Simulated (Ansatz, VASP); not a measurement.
# Cross-check of SiC (Moissanite 3C) between VASP and Ansatz

One calculation is typed for both programs; each brings its own data sets. How far apart do they land? Other levels of theory on this material are compared in a session of their own. Valence electrons are named where the data sets of a main pair hold unlike numbers.

Calculated with Ansatz 0.2.0; plane waves, with VASP 6.6.1 beside it; band structure at r2SCAN.

## Step 1: Set-up

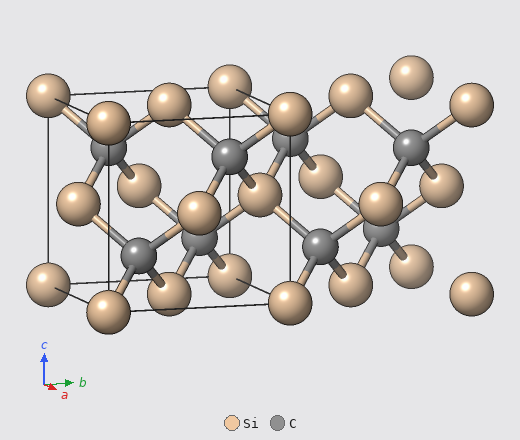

Start, viewed slightly off an axis; silicon light orange, carbon grey. 1×2×1 cells are drawn. This picture shows the conventional cell, with its axes. Bonds to atoms that aren't drawn are left out. Some periodic images of atoms are drawn too.

## Step 2: VASP: band structure, r2SCAN

Levels along a path test the potential and the projectors away from the mesh points.

Lines of VASP's logs that name or quote its potential files are left out, and so is its time.

The input, INCAR:

```
SYSTEM = SiC
PREC = Accurate
ENCUT = 520
EDIFF = 1E-06
NELM = 100
ISMEAR = 0
SIGMA = 0.02
LREAL = .FALSE.
ALGO = Normal
METAGGA = R2SCAN
LASPH = .TRUE.
NBANDS = 16
LORBIT = 11
LWAVE = .FALSE.
LCHARG = .FALSE.
KPAR = 4
```

The input, POSCAR:

```
SiC
1.0
    0.0000000000      2.1790000000      2.1790000000
    2.1790000000      0.0000000000      2.1790000000
    2.1790000000      2.1790000000      0.0000000000
Si C
1 1
Direct
    0.0000000000      0.0000000000      0.0000000000
    0.2500000000      0.2500000000      0.2500000000
```

The input, KPOINTS:

```
Automatic mesh
0
Gamma
5 5 5
0 0 0
```

The input, KPOINTS_OPT:

```
Line mode
16
Line-mode
Reciprocal
  0.00000000   0.00000000   0.00000000 GAMMA
  0.50000000   0.00000000   0.50000000 X

  0.50000000   0.00000000   0.50000000 X
  0.50000000   0.25000000   0.75000000 W

  0.50000000   0.25000000   0.75000000 W
  0.37500000   0.37500000   0.75000000 K

  0.37500000   0.37500000   0.75000000 K
  0.00000000   0.00000000   0.00000000 GAMMA

  0.00000000   0.00000000   0.00000000 GAMMA
  0.50000000   0.50000000   0.50000000 L

  0.50000000   0.50000000   0.50000000 L
  0.62500000   0.25000000   0.62500000 U

  0.62500000   0.25000000   0.62500000 U
  0.50000000   0.25000000   0.75000000 W

  0.50000000   0.25000000   0.75000000 W
  0.50000000   0.50000000   0.50000000 L

  0.50000000   0.50000000   0.50000000 L
  0.37500000   0.37500000   0.75000000 K

  0.62500000   0.25000000   0.62500000 U
  0.50000000   0.00000000   0.50000000 X
```

Potentials, in the order of the species: Si and C (PBE family, release 64).

Run with:

```sh
$ mpirun -np 4 vasp_std
```

Numbers of over 12 decimals in the logs are rounded to 6 here.

The program printed:

```text
[banner, memory and clock lines left out]
running    4 mpi-ranks, on    1 nodes
 distrk:  each k-point on    1 cores,    4 groups
 distr:  one band on    1 cores,    1 groups

 POSCAR found type information on POSCAR SiC
 POSCAR found :  2 types and       2 ions
|                                                                             |
|               ----> ADVICE to this user running VASP <----                  |
|                                                                             |
|     You enforced a specific xc type in the INCAR file but a different       |
|     [... a line on the potential file left out ...]
|     I HOPE YOU KNOW WHAT YOU ARE DOING!                                     |
|                                                                             |

 LDA part: xc-table for (None), standard interpolation
 POSCAR, INCAR and KPOINTS ok, starting setup
 FFT: planning ... GRIDC
 FFT: planning ... GRID_SOFT
 FFT: planning ... GRID
 WAVECAR not read
 entering main loop
       N       E                     dE             d eps       ncg     rms          rms(c)
DAV:   1     0.432683727385E-01    0.43268E-01   -0.40868E+03   320   0.449E+02
DAV:   2    -0.217675920834E+02   -0.21811E+02   -0.21002E+02   432   0.981E+01
DAV:   3    -0.223092385568E+02   -0.54165E+00   -0.54114E+00   392   0.117E+01
DAV:   4    -0.223104494875E+02   -0.12109E-02   -0.12109E-02   424   0.729E-01
DAV:   5    -0.223104531617E+02   -0.36743E-05   -0.36742E-05   360   0.360E-02    0.921E+00
DAV:   6    -0.192540714401E+02    0.30564E+01   -0.39057E+00   384   0.731E+00    0.493E+00
DAV:   7    -0.192835436465E+02   -0.29472E-01   -0.45782E-01   392   0.305E+00    0.255E+00
DAV:   8    -0.192940150834E+02   -0.10471E-01   -0.21884E-02   360   0.838E-01    0.279E-01
DAV:   9    -0.192940685463E+02   -0.53463E-04   -0.36596E-04   408   0.109E-01    0.110E-01
DAV:  10    -0.192941734054E+02   -0.10486E-03   -0.10592E-04   400   0.648E-02    0.743E-03
DAV:  11    -0.192941729094E+02    0.49593E-06   -0.20655E-06   424   0.684E-03
   1 F= -.19294173E+02 E0= -.19294173E+02  d E =-.160560E-13
 Start KPOINTS_OPT (optional k-point list driver)
k-point batch [1-10\160]
       N       E                     dE             ncg
DAV:   1     0.495604387085E+03   -0.67831E+03      328
DAV:   2     0.260770388469E+03   -0.23483E+03      408
DAV:   3     0.252849709106E+03   -0.79207E+01      352
DAV:   4     0.252829562039E+03   -0.20147E-01      440
DAV:   5     0.252829508388E+03   -0.53651E-04      360
DAV:   6     0.252829508217E+03   -0.17125E-06      384
[...]
k-point batch [151-160\160]
       N       E                     dE             ncg
DAV:   1     0.306604339574E+03   -0.35043E+04      336
DAV:   2     0.120094286622E+03   -0.18651E+03      448
DAV:   3     0.116468762358E+03   -0.36255E+01      368
DAV:   4     0.116461260329E+03   -0.75020E-02      448
DAV:   5     0.116461237346E+03   -0.22983E-04      384
DAV:   6     0.116461237252E+03   -0.93989E-07      416
```

From OUTCAR (step 2):

```text
ion  position               nearest neighbor table
   1  0.000  0.000  0.000-   2 1.89   2 1.89   2 1.89   2 1.89
   2  0.250  0.250  0.250-   1 1.89   1 1.89   1 1.89   1 1.89

  LATTYP: Found a face centered cubic cell.
 ALAT       =     4.3580000000

 Subroutine GETGRP returns: Found 24 space group operations
 (whereof 24 operations were pure point group operations)

The static configuration has the point symmetry T_d .

 Found     10 irreducible k-points:

   k-points           NKPTS =     10   k-points in BZ     NKDIM =     10   number of bands    NBANDS=     16

   dimension x,y,z NGX =    24 NGY =   24 NGZ =   24
   dimension x,y,z NGXF=    48 NGYF=   48 NGZF=   48

   ENCUT  =  520.0 eV  38.22 Ry    6.18 a.u.   5.73  5.73  5.73*2*pi/ulx,y,z

   NELECT =       8.0000    total number of electrons

 k-points in reciprocal lattice and weights: Automatic mesh
   0.00000000  0.00000000  0.00000000       0.008
   0.20000000  0.00000000  0.00000000       0.064
   0.40000000  0.00000000  0.00000000       0.064
   0.20000000  0.20000000  0.00000000       0.048
   0.40000000  0.20000000  0.00000000       0.192
  -0.40000000  0.20000000  0.00000000       0.192
  -0.20000000  0.20000000  0.00000000       0.096
   0.40000000  0.40000000  0.00000000       0.048
  -0.40000000  0.40000000  0.00000000       0.096
  -0.40000000  0.40000000  0.20000000       0.192

 average (electrostatic) potential at core
       1 -83.3290       2 -46.6478

 E-fermi :   8.0970

 k-point     1 :       0.0000    0.0000    0.0000
  band No.  band energies     occupation
      1      -8.1854      2.00000
      2       8.0000      2.00000
      3       8.0000      2.00000
      4       8.0000      2.00000
      5      14.8315      0.00000
      6      15.8349      0.00000
      7      15.8349      0.00000
      8      15.8349      0.00000
      9      23.1929      0.00000
    ...

 k-point     2 :       0.2000    0.0000    0.0000
  band No.  band energies     occupation
      1      -7.3855      2.00000
      2       4.7383      2.00000
      3       7.5373      2.00000
      4       7.5373      2.00000
      5      14.7681      0.00000
      6      16.4748      0.00000
      7      16.4748      0.00000
      8      17.5352      0.00000
      9      21.5934      0.00000
    ...

 k-point     3 :       0.4000    0.0000    0.0000
  band No.  band energies     occupation
      1      -5.2731      2.00000
      2       0.2171      2.00000
      3       6.9728      2.00000
      4       6.9728      2.00000
      5      14.0764      0.00000
      6      15.9149      0.00000
      7      15.9149      0.00000
      8      18.9348      0.00000
      9      24.5798      0.00000
    ...

  Total       -0.0453727     -0.0453727     -0.0453727     -0.0000000      0.0000000      0.0000000
  in kB       -3.5132039     -3.5132039     -3.5132039     -0.0000000      0.0000000      0.0000000
  external PRESSURE =      -3.5132039 kB  Pullay stress =       0.0000000 kB

  energy-cutoff  :      520.00
  volume of cell :       20.69
      direct lattice vectors                 reciprocal lattice vectors
     0.000000000  2.179000000  2.179000000    -0.229463056  0.229463056  0.229463056
     2.179000000  0.000000000  2.179000000     0.229463056 -0.229463056  0.229463056
     2.179000000  2.179000000  0.000000000     0.229463056  0.229463056 -0.229463056

 POSITION                                       TOTAL-FORCE (eV/Angst)
 -----------------------------------------------------------------------------------
      0.00000      0.00000      0.00000        -0.000000     -0.000000     -0.000000
      1.08950      1.08950      1.08950         0.000000      0.000000      0.000000
 -----------------------------------------------------------------------------------
    total drift:                               -0.000001     -0.000001     -0.000001

  FREE ENERGIE OF THE ION-ELECTRON SYSTEM (eV)
  ---------------------------------------------------
  free  energy   TOTEN  =       -19.2941729094 eV

  energy  without entropy=      -19.2941729094  energy(sigma->0) =      -19.29417291

 total charge
# of ion       s       p       d       tot
------------------------------------------
    1        0.700   0.982   0.000   1.682
    2        0.848   1.719   0.000   2.566
--------------------------------------------------
tot          1.547   2.701   0.000   4.248

[... 3 further parts left out ...]
```

The run ends at a pressure of -0.35 GPa.

## Step 3: Ansatz: band structure, r2SCAN

Ansatz runs on its default PAW (the set named soft_2) files.

The same cell, functional, mesh and smearing now go to Ansatz, which takes its cutoff from its data sets.

The input, input.yaml:

```yaml
crystal:
  lattice:
    - [0.0, 2.179, 2.179]
    - [2.179, 0.0, 2.179]
    - [2.179, 2.179, 0.0]
  atoms:
    - { symbol: Si, position: [0.0, 0.0, 0.0] }
    - { symbol: C, position: [0.25, 0.25, 0.25] }
hamiltonian:
  xc: r2scan
  pseudopotentials: { kind: paw }
kpoints:
  mp_grid: { grid: [5, 5, 5] }
  band_path:
    path:
      - [0.0, 0.0, 0.0]
      - [0.16667, 0.0, 0.16667]
      - [0.33333, 0.0, 0.33333]
      - [0.5, 0.0, 0.5]
      - [0.5, 0.08333, 0.58333]
      - [0.5, 0.18333, 0.68333]
      - [0.5, 0.25, 0.75]
      - [0.45, 0.3, 0.75]
      - [0.40833, 0.34167, 0.75]
      - [0.35, 0.35, 0.7]
      - [0.225, 0.225, 0.45]
      - [0.075, 0.075, 0.15]
      - [0.03333, 0.03333, 0.03333]
      - [0.23333, 0.23333, 0.23333]
      - [0.4, 0.4, 0.4]
      - [0.51667, 0.46667, 0.51667]
      - [0.55833, 0.38333, 0.55833]
      - [0.60833, 0.28333, 0.60833]
      - [0.60833, 0.25, 0.64167]
      - [0.55833, 0.25, 0.69167]
      - [0.51667, 0.25, 0.73333]
      - [0.5, 0.3, 0.7]
      - [0.5, 0.38333, 0.61667]
      - [0.5, 0.48333, 0.51667]
      - [0.475, 0.475, 0.55]
      - [0.425, 0.425, 0.65]
      - [0.38333, 0.38333, 0.73333]
      - [0.59167, 0.18333, 0.59167]
      - [0.55, 0.1, 0.55]
      - [0.5, 0.0, 0.5]
    npoints: 1
scf:
  occupations: { method: gaussian, width: 0.02 }
  n_extra_bands: 7
output:
  forces: true
  stress: true
  eigenvalues: true
```

Run with:

```sh
$ ansatz run input.yaml --threads 2 --pin off --max-ram 4608MiB --backend cpu --events-out ev --progress --plain --runs-dir out
```

The program printed:

```text
scf.n_extra_bands = 7 over 4 filled bands (N_el = 8.0): the run solves 11 bands
Engine: ansatz 0.2.0, aarch64-unknown-linux-gnu
Pseudopotentials: kind: paw
Pseudopotential: Si, paw, valence charge 4, recommended cutoff 500 eV (meta_gga), Si.paw.azcp
Pseudopotential: C, paw, valence charge 4, recommended cutoff 500 eV (meta_gga), C.paw.azcp
Functional definition: r2SCAN
  parameter k0 = 0.174
  parameter k1 = 0.065
  parameter a1 = 4.9479
  exchange = r2scan_x(k0 = k0, k1 = k1, a1 = a1)
  correlation = r2scan_c
Crystal: 2 atoms, lattice volume = 20.692 Å³
Basis set: ecut = 500 eV, 531 PW (Γ), exchange–correlation on 96×96×96 points (64 copies of the dense FFT grid, shifted against one another)
Bands: 11, of which v1, the nominal top of the filled ones, is band 4 counted from 1 (3 counted from 0)
Symmetry: 24 space group operations
Space group: F-43m (ITA 216), of the structure as read, at distance tolerance 2.7e-5 Å
k-points: 10 of 125 (time reversal used)
Non-local potential: Si, projectors of the file, l = 0: 2, l = 1: 2, l = 2: 2
Non-local potential: C, projectors of the file, l = 0: 2, l = 1: 2, l = 2: 1
PAW form: soft (Blöchl's): semilocal exchange-correlation on the pseudo side does not see the compensation charge
PAW frozen core: Si, regenerated for the run's functional (the file was generated under x = pbe(κ = 0.804, μ = 0.219515), c = pbe(β = 0.066725))
PAW frozen core: C, regenerated for the run's functional (the file was generated under x = pbe(κ = 0.804, μ = 0.219515), c = pbe(β = 0.066725))
PAW one-centre angular grid: Si, 302 points (default); XC on 160 Gauss nodes
PAW one-centre angular grid: C, 302 points (default); XC on 239 of its mesh's 2573 points in the sphere
Initial density: superposition of atomic densities (neutral atoms: chi_scale 0, normalization atom), corrected by the library's trained network
Initial wavefunctions: pseudopotential atomic-orbital guess
Functional: x = r2scan, c = r2scan; τ floored in thin density (d = 2e-4 eV/Å³)
SCF iter   1: F=—  HF=-891.255678 eV  |F-HF|=—  |Δ(HF+E_count)|=         —  Δρ=6.29e-3  dr2=6.53e-3  dr2_τ=1.99e-1  ethr=1.77e-3  ⟨swp⟩=6.2  Hψ=834  notcnv=0
preconditioner: auto → none  [insulator: Δε(μ)=2.155 eV  Ē_g=18.676 eV  σ=0.020 eV  W_gap=1.00  n_scr=0 (ndim 8)  ℏωp=23.1 eV  f_vac=0.000  D(μ)=0.00/eV (n_scr^D=0)  ε∞_Penn≈2.5]
SCF iter   2: F=—  HF=-891.300925 eV  |F-HF|=—  |Δ(HF+E_count)|=   4.52e-2  Δρ=4.14e-3  dr2=1.85e-3  dr2_τ=5.43e-5  ethr=8.16e-5  ⟨swp⟩=2.4  Hψ=284  notcnv=0  defer=20
SCF iter   3: F=—  HF=-891.301004 eV  |F-HF|=—  |Δ(HF+E_count)|=   7.82e-5  Δρ=3.39e-4  dr2=1.63e-5  dr2_τ=1.50e-5  ethr=2.32e-5  ⟨swp⟩=3.0  Hψ=180  notcnv=0  defer=20
SCF iter   4: F=—  HF=-891.301011 eV  |F-HF|=—  |Δ(HF+E_count)|=   7.52e-6  Δρ=9.82e-5  dr2=1.80e-6  dr2_τ=5.18e-8  ethr=2.04e-7  ⟨swp⟩=2.1  Hψ=130  notcnv=0  defer=20
SCF iter   5: F=—  HF=-891.301011 eV  |F-HF|=—  |Δ(HF+E_count)|=   2.32e-8  Δρ=5.15e-5  dr2=6.25e-7  dr2_τ=2.43e-8  ethr=2.25e-8  ⟨swp⟩=2.0  Hψ=127  notcnv=0  defer=20
SCF iter   6: F=-891.301011 eV  HF=-891.301011 eV  |F-HF|=1.70e-8  |Δ(HF+E_count)|=   8.14e-8  Δρ=1.15e-5  dr2=3.20e-8  dr2_τ=3.10e-10  ethr=1.25e-9  ⟨swp⟩=6.8  Hψ=514  notcnv=0
SCF 1 converged in 6 iterations: F = -891.301011 eV  dr2 = 3.20e-8
  greatest PAW one-centre occupation: 0.657 electrons in one spin orbital (limit 2), on the C atom at site 1 (counted from 0), in its partial waves of l = 0
NSCF: frozen V_eff on 30 k-points
SCF converged after 6 iterations
Free energy (F): -891.301011 eV
Harris-Foulkes:  -891.301011 eV  (|F-HF|=1.70e-8)
Internal energy: -891.301011 eV  (E = F + TS)
E sigma→0 (E₀):  -891.301011 eV
Fermi energy:    10.474874 eV
--- Per-component energies (eV) ---
  E_band       = 25.607698
  E_kinetic    = 136.157329
  E_local      = -103.813772  (includes V_loc(G=0)·N_el)
  E_nonlocal   = 50.310035
  E_hartree    = 32.587912
  E_xc         = -101.347532
  E_vxc        = -118.617530  (∫ρ·V_xc dr)
  E_paw        = -620.310006  (= ΣΔE_a)
  E_vpaw       = -9.167046  (= ΣTr[D̂ρ^β])
  E_aug_tail   = 0.000008  (compensation charges beyond the density's cutoff)
  E_vtau       = 5.564369  (kinetic-family band-sum trace: ∫τ·v_τ [+ j·A + Jᵃ·Aᵃ] dr)
  E_ewald      = -284.783780
  E_core_change = -0.101207  (= ΣΔE_core)
  E_smearing   = -0.000000  (= −TS)
  E_closure    = -0.000000  (closes the sum)
  Σ components = -891.301011   (vs F -891.301011, Δ=0.00e0)
--- Forces (eV/Å), atoms counted from 1 ---
  atom   1  Si     0.00000000    -0.00000000     0.00000000
  atom   2  C     -0.00000000     0.00000000     0.00000000
  max |Σ_I F_I| component: 1.48e-16 eV/Å
--- Stress (GPa, compression-positive) ---
       -0.168100      -0.000000      -0.000000
       -0.000000      -0.168100       0.000000
       -0.000000       0.000000      -0.168100
  P = ⅓ Tr σ = -0.1681 GPa (-1.681 kbar)
--- Band table (eV; the first three rows and the last of 10) ---
  k-point 0: bands = [-6.8070, 9.3790, 9.3790, 9.3790, 16.1783, 17.2158, 17.2158, 17.2158, ... 3 higher]
  k-point 1: bands = [-6.0070, 6.1160, 8.9172, 8.9172, 16.1334, 17.8512, 17.8512, 18.8985, ... 3 higher]
  k-point 2: bands = [-3.8943, 1.5951, 8.3534, 8.3534, 15.4413, 17.2858, 17.2858, 20.2975, ... 3 higher]
  k-point 9: bands = [-2.2472, 2.3715, 4.3666, 5.7991, 14.7812, 18.2837, 18.8125, 22.6004, ... 3 higher]
```

Run time: 0.88 s. Hardware: 2 threads of Arm Neoverse V2, shared host; peak memory 0.3 GiB.

## Step 4: Side by side

Known differences besides the potentials themselves: VASP keeps PBE cores, Ansatz makes them for the functional; the cutoff is 500 eV in Ansatz and 520 eV in VASP. Total energies have different zeros and are not compared.

Both answers:

| quantity | Ansatz | VASP | difference |
| --- | --- | --- | --- |
| pressure (GPa) | -0.17 | -0.35 | +0.18 |
| gap over the path points (eV) | 1.700 | 1.711 | -0.011 |

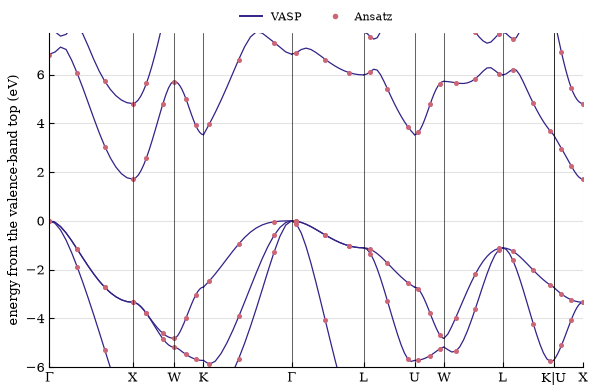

Bands from VASP (lines) and levels from Ansatz (dots). Dots without a line are higher empty bands that the VASP plot leaves out.

Levels at points of the path, from each program's valence-band top (eV; 3 filled, then empty):

| k (reciprocal lattice) | Ansatz | VASP |
| --- | --- | --- |
| 0.000 0.000 0.000 | 0.00 0.00 0.00 6.80 7.84 7.84 | 0.00 0.00 0.00 6.83 7.83 7.83 |
| 0.167 0.000 0.167 | -1.88 -1.16 -1.16 6.06 7.95 9.69 | -1.88 -1.16 -1.16 6.06 7.97 9.69 |
| 0.333 0.000 0.333 | -5.30 -2.73 -2.73 3.04 5.72 13.03 | -5.30 -2.73 -2.73 3.05 5.72 13.05 |
| 0.500 0.000 0.500 | -8.06 -3.34 -3.34 1.70 4.80 15.10 | -8.06 -3.34 -3.34 1.71 4.81 15.12 |
| 0.500 0.083 0.583 | -7.91 -3.79 -3.79 2.57 5.63 13.94 | -7.91 -3.80 -3.79 2.58 5.64 13.97 |
| 0.500 0.183 0.683 | -7.44 -4.84 -4.62 4.80 8.17 11.14 | -7.44 -4.84 -4.62 4.81 8.18 11.16 |
| 0.500 0.250 0.750 | -7.25 -5.18 -4.82 5.71 10.10 10.21 | -7.25 -5.18 -4.82 5.72 10.12 10.22 |
| 0.450 0.300 0.750 | -7.36 -5.47 -4.00 5.00 8.89 10.89 | -7.35 -5.47 -4.00 5.01 8.90 10.91 |
| 0.408 0.342 0.750 | -7.48 -5.67 -3.05 3.91 8.48 11.99 | -7.47 -5.68 -3.05 3.92 8.48 12.01 |
| 0.350 0.350 0.700 | -7.38 -5.88 -2.46 3.96 9.42 11.98 | -7.37 -5.88 -2.46 3.97 9.43 11.99 |

Among the levels compared at these points, filled levels agree within 3 meV and empty ones within 32 meV.

## Step 5: Summary of results

```yaml
largest_difference_of_a_filled_level_at_the_path_points_band_structure_r2scan: 2.8 meV
```

In words: The largest difference of a filled level at the path points is 2.8 meV (band structure, r2SCAN), within the 80 meV picked in this series as the mark of a large difference. 6 further runs of this series are not shown here. Such differences can come from data sets, numerical settings and the points named under the comparisons, not from the functional's error against experiment.

[Lines on the potential files, build, host, timing and source positions are cut from VASP's logs without a mark.]

[Logs are printed without paths, hosts, clocks, repeated set-up lines and the standing remarks that a program may print on its own settings, such as how far it seeks lower states.]

[Hosts, paths, dates, database ids (printed as entryN), source tags and the programs' standing remarks are cut or masked in the printed files.]
